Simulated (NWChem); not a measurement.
**CH5AlBF: energy and gradient calculation (part 2 of 2)**

CH5AlBF; HF/STO-3G, RHF (NWChem 7.3.0). The geometry comes from this level: GFN2-xTB.

Geometry of the input (Å):
```
F  -1.4871  1.6396  0.3413
B  -0.1855  1.4189  0.1900
C  0.3952  0.0623  0.6550
Al -0.0198  -1.3494  -0.7106
H  0.4145  2.2839  -0.3332
H  -0.1337  -0.3198  1.5420
H  1.4692  0.0986  0.8677
H  -1.2203  -2.3083  -0.5212
H  0.7675  -1.5258  -2.0310
```

The program's output, continued
```
 Vector   12  Occ=2.000000D+00  E=-5.649728D-01
              MO Center= -5.4D-01,  1.3D+00,  3.5D-01, r^2= 2.2D+00
   Bfn.  Coefficient  Atom+Function         Bfn.  Coefficient  Atom+Function
  ----- ------------  ---------------      ----- ------------  ---------------
     4      0.570342  1 F  py                13      0.261465  3 C  px
     9      0.249175  2 B  py                27      0.241306  7 H  s
     3     -0.238037  1 F  px                25      0.215538  5 H  s
     5     -0.195583  1 F  pz                 8      0.195021  2 B  px

 Vector   13  Occ=2.000000D+00  E=-5.120016D-01
              MO Center= -5.4D-01,  2.0D-01, -7.7D-02, r^2= 4.1D+00
   Bfn.  Coefficient  Atom+Function         Bfn.  Coefficient  Atom+Function
  ----- ------------  ---------------      ----- ------------  ---------------
     5      0.430193  1 F  pz                21     -0.372990  4 Al s
     4      0.296541  1 F  py                15      0.269199  3 C  pz
     3      0.256098  1 F  px                29     -0.219870  9 H  s
    28     -0.196165  8 H  s                 26      0.194673  6 H  s
    10      0.193702  2 B  pz                17      0.176305  4 Al s

 Vector   14  Occ=2.000000D+00  E=-5.079927D-01
              MO Center= -3.4D-01,  2.4D-01,  3.0D-01, r^2= 3.5D+00
   Bfn.  Coefficient  Atom+Function         Bfn.  Coefficient  Atom+Function
  ----- ------------  ---------------      ----- ------------  ---------------
     4      0.349258  1 F  py                14     -0.305875  3 C  py
    26      0.285290  6 H  s                 21      0.280331  4 Al s
     3      0.278564  1 F  px                 5     -0.241700  1 F  pz
     8     -0.204087  2 B  px                28      0.190222  8 H  s
     9      0.163352  2 B  py

 Vector   15  Occ=2.000000D+00  E=-4.816361D-01
              MO Center= -8.4D-01,  4.1D-01, -1.2D-01, r^2= 4.5D+00
   Bfn.  Coefficient  Atom+Function         Bfn.  Coefficient  Atom+Function
  ----- ------------  ---------------      ----- ------------  ---------------
     5      0.700843  1 F  pz                21      0.329186  4 Al s
    29      0.246097  9 H  s                 28      0.223601  8 H  s
     4      0.180802  1 F  py                10      0.170902  2 B  pz
    17     -0.154682  4 Al s

 Vector   16  Occ=2.000000D+00  E=-4.633369D-01
              MO Center=  1.9D-01,  6.5D-01,  5.1D-01, r^2= 2.8D+00
   Bfn.  Coefficient  Atom+Function         Bfn.  Coefficient  Atom+Function
  ----- ------------  ---------------      ----- ------------  ---------------
    13      0.430700  3 C  px                27      0.410076  7 H  s
     3      0.400862  1 F  px                26     -0.261536  6 H  s
    25     -0.254053  5 H  s                  8     -0.250206  2 B  px
     4     -0.152092  1 F  py

 Vector   17  Occ=2.000000D+00  E=-3.802059D-01
              MO Center= -3.6D-01,  9.6D-01,  2.3D-01, r^2= 2.9D+00
   Bfn.  Coefficient  Atom+Function         Bfn.  Coefficient  Atom+Function
  ----- ------------  ---------------      ----- ------------  ---------------
     4      0.575011  1 F  py                25     -0.367212  5 H  s
    15     -0.334095  3 C  pz                 9     -0.252654  2 B  py
    26     -0.204167  6 H  s                 12      0.196723  3 C  s
    14      0.185141  3 C  py                28     -0.170016  8 H  s
    13     -0.154987  3 C  px

 Vector   18  Occ=2.000000D+00  E=-3.454166D-01
              MO Center= -1.5D-01, -1.7D+00, -1.1D+00, r^2= 2.5D+00
   Bfn.  Coefficient  Atom+Function         Bfn.  Coefficient  Atom+Function
  ----- ------------  ---------------      ----- ------------  ---------------
    29     -0.542991  9 H  s                 28      0.531434  8 H  s
    22     -0.281868  4 Al px                24      0.217352  4 Al pz
    18      0.152403  4 Al px

 Vector   19  Occ=2.000000D+00  E=-3.175175D-01
              MO Center=  8.9D-02, -2.2D-01,  9.2D-02, r^2= 2.9D+00
   Bfn.  Coefficient  Atom+Function         Bfn.  Coefficient  Atom+Function
  ----- ------------  ---------------      ----- ------------  ---------------
    14      0.505188  3 C  py                15      0.367648  3 C  pz
     5     -0.265707  1 F  pz                29      0.235195  9 H  s
    24     -0.230281  4 Al pz                23     -0.228215  4 Al py
    28      0.224657  8 H  s

 Vector   20  Occ=0.000000D+00  E= 2.776781D-01
              MO Center= -5.9D-02,  1.3D-02, -1.1D-01, r^2= 3.6D+00
   Bfn.  Coefficient  Atom+Function         Bfn.  Coefficient  Atom+Function
  ----- ------------  ---------------      ----- ------------  ---------------
    10      0.628670  2 B  pz                22      0.428565  4 Al px
    24      0.409811  4 Al pz                23     -0.323927  4 Al py
     5     -0.276463  1 F  pz                21      0.260068  4 Al s
     9      0.229844  2 B  py                18     -0.171385  4 Al px
    20     -0.164038  4 Al pz                 8      0.160609  2 B  px

 Vector   21  Occ=0.000000D+00  E= 3.470268D-01
              MO Center= -2.2D-01, -2.1D-01, -4.3D-01, r^2= 3.1D+00
   Bfn.  Coefficient  Atom+Function         Bfn.  Coefficient  Atom+Function
  ----- ------------  ---------------      ----- ------------  ---------------
    23      0.629908  4 Al py                10      0.544702  2 B  pz
    22     -0.468031  4 Al px                 9      0.311655  2 B  py
    21      0.274964  4 Al s                 24     -0.262369  4 Al pz
    19     -0.246317  4 Al py                 5     -0.207472  1 F  pz
    18      0.181555  4 Al px

 Vector   22  Occ=0.000000D+00  E= 4.459642D-01
              MO Center=  4.3D-02, -1.0D+00, -5.1D-01, r^2= 2.8D+00
   Bfn.  Coefficient  Atom+Function         Bfn.  Coefficient  Atom+Function
  ----- ------------  ---------------      ----- ------------  ---------------
    21      1.070176  4 Al s                 29     -0.563826  9 H  s
    28     -0.540403  8 H  s                 12     -0.507228  3 C  s
    15      0.406593  3 C  pz                14      0.366679  3 C  py
    17     -0.267261  4 Al s                 10     -0.240940  2 B  pz

 Vector   23  Occ=0.000000D+00  E= 6.287375D-01
              MO Center=  1.4D-01, -2.5D-01,  1.2D-01, r^2= 3.4D+00
   Bfn.  Coefficient  Atom+Function         Bfn.  Coefficient  Atom+Function
  ----- ------------  ---------------      ----- ------------  ---------------
    26      0.581308  6 H  s                 27     -0.581670  7 H  s
    13      0.537546  3 C  px                22      0.509805  4 Al px
     8      0.466062  2 B  px                24     -0.424025  4 Al pz
    29     -0.411874  9 H  s                 28      0.408988  8 H  s
    25     -0.301293  5 H  s                 23      0.273848  4 Al py

 Vector   24  Occ=0.000000D+00  E= 6.795836D-01
              MO Center= -1.1D-01, -1.2D+00, -6.7D-01, r^2= 2.7D+00
   Bfn.  Coefficient  Atom+Function         Bfn.  Coefficient  Atom+Function
  ----- ------------  ---------------      ----- ------------  ---------------
    23      0.799255  4 Al py                24      0.664650  4 Al pz
    12     -0.617331  3 C  s                 28      0.565375  8 H  s
     7      0.406832  2 B  s                 22      0.393923  4 Al px
    29      0.391860  9 H  s                 15      0.341047  3 C  pz
    19     -0.264104  4 Al py                21     -0.240507  4 Al s

 Vector   25  Occ=0.000000D+00  E= 6.996359D-01
              MO Center=  5.0D-03, -4.0D-01, -3.4D-01, r^2= 3.8D+00
   Bfn.  Coefficient  Atom+Function         Bfn.  Coefficient  Atom+Function
  ----- ------------  ---------------      ----- ------------  ---------------
    22      0.682816  4 Al px                24     -0.623492  4 Al pz
     8     -0.595776  2 B  px                29     -0.567156  9 H  s
    28      0.446051  8 H  s                 25      0.416609  5 H  s
    13     -0.391892  3 C  px                26     -0.311236  6 H  s
    27      0.257366  7 H  s                  3     -0.255047  1 F  px

 Vector   26  Occ=0.000000D+00  E= 7.207102D-01
              MO Center= -1.0D-01,  1.2D+00,  1.6D-01, r^2= 2.3D+00
   Bfn.  Coefficient  Atom+Function         Bfn.  Coefficient  Atom+Function
  ----- ------------  ---------------      ----- ------------  ---------------
     7      1.311278  2 B  s                 25     -0.755589  5 H  s
    14     -0.539833  3 C  py                12     -0.458284  3 C  s
     3     -0.430019  1 F  px                 2     -0.392629  1 F  s
    24     -0.307708  4 Al pz                23     -0.249491  4 Al py
     6     -0.246056  2 B  s                 26      0.173388  6 H  s

 Vector   27  Occ=0.000000D+00  E= 7.614052D-01
              MO Center=  5.5D-01,  2.8D-03,  1.0D+00, r^2= 1.4D+00
   Bfn.  Coefficient  Atom+Function         Bfn.  Coefficient  Atom+Function
  ----- ------------  ---------------      ----- ------------  ---------------
    12      0.978904  3 C  s                 26     -0.874083  6 H  s
    27     -0.828828  7 H  s                 15      0.759906  3 C  pz
    13      0.338675  3 C  px                 7      0.270878  2 B  s
    14     -0.240840  3 C  py                25     -0.213103  5 H  s
    10     -0.186719  2 B  pz                11     -0.153886  3 C  s

 Vector   28  Occ=0.000000D+00  E= 8.421710D-01
              MO Center=  4.5D-02,  9.4D-01,  3.2D-01, r^2= 1.8D+00
   Bfn.  Coefficient  Atom+Function         Bfn.  Coefficient  Atom+Function
  ----- ------------  ---------------      ----- ------------  ---------------
     9      0.814830  2 B  py                14      0.736777  3 C  py
     8     -0.726119  2 B  px                12      0.585953  3 C  s
    15     -0.371848  3 C  pz                 3     -0.358081  1 F  px
     2     -0.343898  1 F  s                 27     -0.337212  7 H  s
    26      0.319739  6 H  s                 13      0.237453  3 C  px

 Vector   29  Occ=0.000000D+00  E= 9.064240D-01
              MO Center=  6.2D-02,  9.7D-01,  3.6D-01, r^2= 1.9D+00
   Bfn.  Coefficient  Atom+Function         Bfn.  Coefficient  Atom+Function
  ----- ------------  ---------------      ----- ------------  ---------------
    13     -0.819001  3 C  px                 9      0.812140  2 B  py
    25     -0.781138  5 H  s                  8      0.546863  2 B  px
    27      0.484657  7 H  s                 10     -0.474627  2 B  pz
    26     -0.366168  6 H  s                 12      0.303091  3 C  s
     2      0.230875  1 F  s                  4     -0.200443  1 F  py

 center of mass
 --------------
 x =  -0.63254400 y =   0.23802762 z =  -0.08211598

 moments of inertia (a.u.)
 ------------------
         583.025934645002         151.001062171646          27.190618217526
         151.001062171646         247.777788401954        -155.413813269498
          27.190618217526        -155.413813269498         624.123857059296

  Mulliken analysis of the total density
  --------------------------------------

    Atom       Charge   Shell Charges
 -----------   ------   -------------------------------------------------------
    1 F    9     9.21   2.00  1.93  5.28
    2 B    5     4.66   1.99  0.91  1.76
    3 C    6     6.45   1.99  1.25  3.21
    4 Al  13    12.10   2.00  1.98  5.81  1.01  1.30
    5 H    1     1.10   1.10
    6 H    1     0.97   0.97
    7 H    1     0.97   0.97
    8 H    1     1.28   1.28
    9 H    1     1.28   1.28

       Multipole analysis of the density wrt the origin
       ------------------------------------------------

     L   x y z        total         open         nuclear
     -   - - -        -----         ----         -------
     0   0 0 0     -0.000000      0.000000     38.000000

     1   1 0 0      0.272070      0.000000    -20.598788
     1   0 1 0     -0.418595      0.000000      5.501314
     1   0 0 1      0.034982      0.000000     -3.329433

     2   2 0 0    -22.333660      0.000000     90.865145
     2   1 1 0     -1.112797      0.000000    -71.374243
     2   1 0 1      1.471877      0.000000    -10.715267
     2   0 2 0    -22.265980      0.000000    253.331492
     2   0 1 1     -1.291280      0.000000     79.370807
     2   0 0 2    -21.486320      0.000000     64.293625

                              NWChem Gradients Module
                              -----------------------

  wavefunction    =   RHF

                         RHF ENERGY GRADIENTS

    atom               coordinates                        gradient
                 x          y          z           x          y          z
   1 F      -2.810287   3.098357   0.644888   -0.020357   0.002104   0.003170
   2 B      -0.350620   2.681408   0.358972    0.025856  -0.006658  -0.006404
   3 C       0.746763   0.117711   1.237695    0.005229   0.035451   0.015101
   4 Al     -0.037322  -2.549977  -1.342745    0.001383   0.001429   0.007697
   5 H       0.783273   4.315983  -0.629657   -0.002487   0.007034  -0.001135
   6 H      -0.252581  -0.604372   2.914014   -0.009045  -0.010601   0.008260
   7 H       2.776404   0.186365   1.639715    0.012170   0.000907   0.004448
   8 H      -2.305995  -4.362036  -0.984887   -0.025049  -0.022261  -0.001293
   9 H       1.450402  -2.883438  -3.837958    0.012301  -0.007404  -0.029845

                 ----------------------------------------
                 |  Time  |  1-e(secs)   |  2-e(secs)   |
                 ----------------------------------------
                 |  CPU   |       0.00   |       0.36   |
                 ----------------------------------------
                 |  WALL  |       0.00   |       0.36   |
                 ----------------------------------------

 Task  times  cpu:        1.4s     wall:        1.4s
 Total times  cpu:        1.5s     wall:        1.5s
```

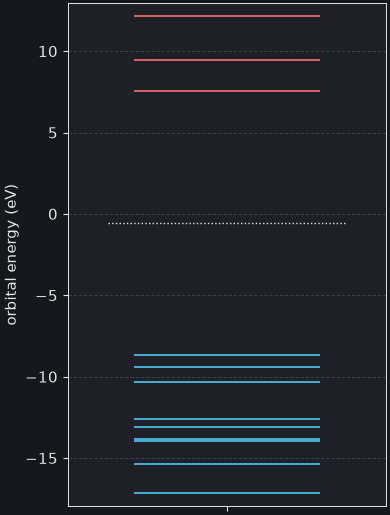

Figure 1. Orbital energies near the frontier; the dotted line parts filled from empty levels, and levels within 0.02 eV of each other stand side by side. Highest filled −8.64 eV, lowest empty 7.56 eV, 16.20 eV apart.

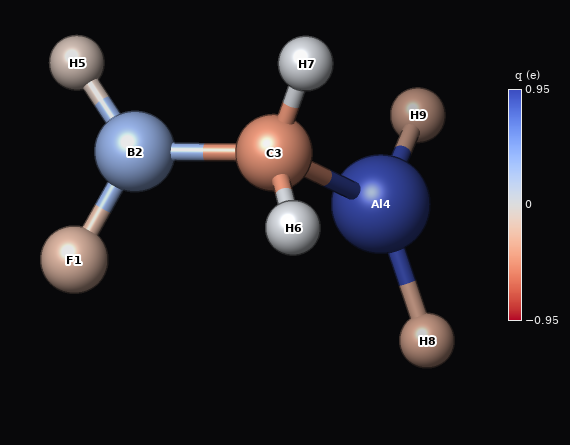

Figure 2. Mulliken charges, as the colour of each atom (ball-and-stick view, seen at a tilt; atoms are numbered from 1 in the order of the input). By element: F −0.21, B +0.34, C −0.45, Al +0.90 and H −0.28 to +0.03 e.

Results in brief

| quantity | value |
| --- | --- |
| outcome | converged |
| total energy | −401.799710 hartree |
| basis functions | 29 |
| largest force | 2.000 eV/Å |
| HOMO | −8.64 eV |
| LUMO | 7.56 eV |
| dipole moment | 1.27 D |
| wall time | 2 s |
| peak memory | 0.1 GiB |
